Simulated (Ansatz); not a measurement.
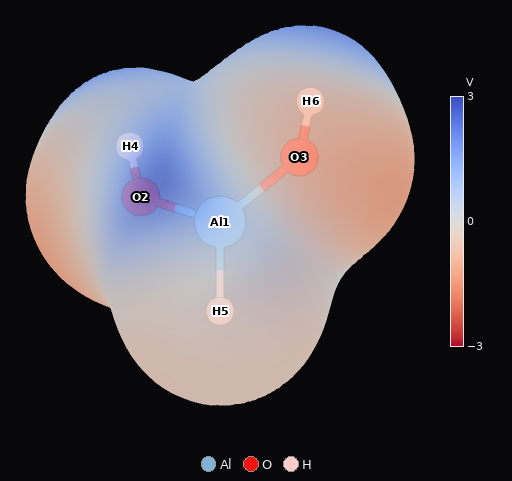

Figure. AlH₃O₂ (SMILES [OH][AlH][OH]). The molecular electrostatic potential painted on the density surface at 0.001 e/bohr³, seen at a tilt; the colour scale runs from red (negative) to blue (positive).

Geometry: PBE0-D4/def2-SVP.

Level of theory: isolated molecule in a Gaussian basis; Kohn-Sham density functional theory, functional PBE0 in Ansatz 0.2.0.

```
atom    x (Å)    y (Å)   z (Å)
  Al  -2.4911  -0.2419  1.3253
   O  -2.6797   1.1585  2.2661
   O  -1.0100  -0.7914  0.7037
   H  -2.0316   1.7964  2.5630
   H  -3.7729  -1.0861  1.0086
   H  -0.1307  -0.4233  0.7843
```

Describe the electrostatic potential map.

Answer. The most negative region (about −1.2 V) lies over O2 and O3, the most positive (about +2.2 V) over Al1.

How polar is the molecule by this calculation?

Answer. Its dipole moment is 2.25 D.
